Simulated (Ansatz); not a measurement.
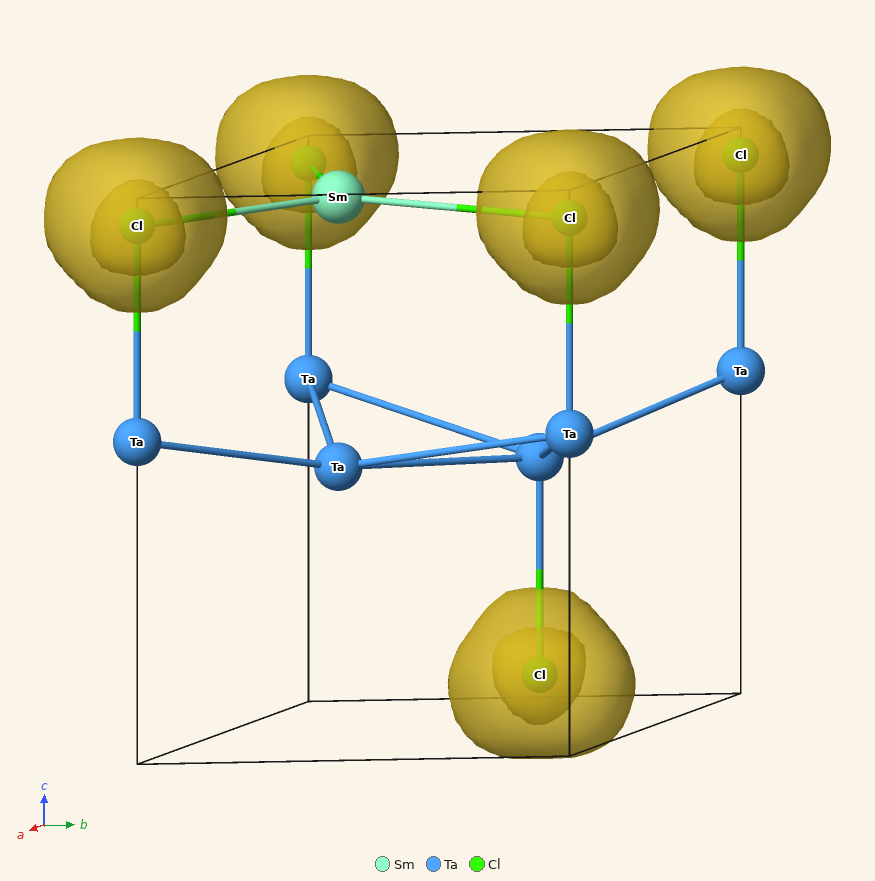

The picture shows: SmTa3Cl2. Isosurface of the electron localisation function at 0.8 (yellow), seen slightly off an axis. Core shells and regions of very low density are left out. Sticks mark near contacts.

Space group P3m1; a generated structure, not necessarily the stable one; changed on purpose from its base cell (volume × 0.94, shape and atoms relaxed); computed pressure about 4 GPa in this cell; computed without spin polarisation; no Hubbard U on the f states and no spin–orbit coupling.

Method: Ansatz, DFT PBE, scalar-relativistic, plane waves, PAW; 4f electrons in the core of a trivalent norm-conserving potential.

Core electrons are replaced by pseudopotentials, and the valence fields are smoothed inside the atomic spheres.

Where are the electrons localised?

Answer. The ELF exceeds this value in two regions wrapped around Cl (the valence shell of each), counted in one cell of 6 atoms. Any copies at cell faces, edges or corners count once. Along the contacts the grid gives the following. Ta–Cl (2.42 Å): the ELF peaks at about 0.85 in the valence shell of Cl, 0.8 Å from its nucleus, and is about 0.35 at the midpoint. Sm–Cl (2.78 Å): the ELF peaks at about 0.90 in the valence shell of Cl, 0.7 Å from its nucleus, and drops to about 0.10 between the two atoms: no shared electron pair shows on this line.
